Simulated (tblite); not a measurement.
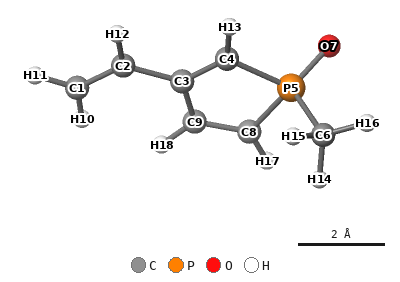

This is the input geometry for a relaxation of C$_{7}$H$_{9}$OP. Style: ball-and-stick. Shown from a free direction.

Computed with tblite, GFN2-xTB geometry optimisation, gas phase.

```xyz
18

C     3.1936    0.1528   -0.7328
C     2.2607   -0.2764    0.0996
C     0.8310   -0.3092   -0.2540
C    -0.0724   -0.7366    0.5879
P    -1.6913   -0.6313   -0.1705
C    -2.5835    0.7014    0.6377
O    -2.4010   -1.9020   -0.3303
C    -0.9655    0.0449   -1.6702
C     0.3336    0.1224   -1.5046
H     2.9199    0.5069   -1.7053
H     4.2186    0.1626   -0.4472
H     2.5642   -0.6317    1.0889
H     0.0385   -1.1235    1.6134
H    -2.7056    1.5077   -0.1336
H    -1.8755    1.1801    1.3878
H    -3.5205    0.3997    1.1311
H    -1.5225    0.3238   -2.5515
H     0.9689    0.5148   -2.3227
```

Question: What does the optimiser find from here?

Answer: The atom that moves furthest after the best rigid fit is H14 (0.96 Å). Largest moves by element: H 0.96 Å, O 0.15 Å, C 0.10 Å, P 0.05 Å. Some distances before and after: C3–C9 1.413 → 1.469 Å, C6–H15 1.137 → 1.085 Å, C3–C4 1.307 → 1.349 Å, P5–C6 1.796 → 1.834 Å. Among the angles between lasting bonds that change: H14–C6–H15 102.6° → 110.5°, P5–C6–H16 114.9° → 107.6°, H14–C6–H16 114.3° → 108.8°. Groups turn about P5–C6 by about 50°. After 96 geometry steps the energy has fallen by 0.453 eV.

Final geometry:

```xyz
18

C     3.2711    0.1343   -0.6673
C     2.2795   -0.3344    0.0832
C     0.8682   -0.3187   -0.2534
C    -0.0953   -0.7661    0.5775
P    -1.7203   -0.6135   -0.2079
C    -2.6016    0.7598    0.6298
O    -2.5340   -1.8273   -0.3494
C    -0.9651    0.0975   -1.7019
C     0.3555    0.1731   -1.5387
H     3.1116    0.5888   -1.6299
H     4.2943    0.0771   -0.3378
H     2.5054   -0.7782    1.0449
H     0.0748   -1.1770    1.5574
H    -3.4915    0.9859    0.0449
H    -1.9765    1.6418    0.7259
H    -2.9090    0.4041    1.6115
H    -1.5084    0.4044   -2.5788
H     1.0323    0.5549   -2.2862
```

The end point in the same view:

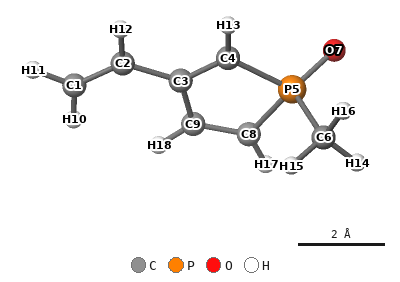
